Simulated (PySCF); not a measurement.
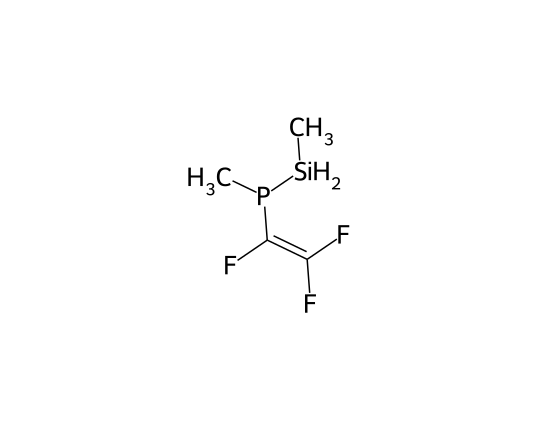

Figure made from data computed with PySCF.

### Write the SMILES.

C[SiH2]P(C)C(F)=C(F)F

### Give the formula, hydrogens included.

C4H8F3PSi.

### An optimisation with PBE0-D3(BJ)/def2-SVP gave a structure of which point group?

C1. Other conformers may differ.
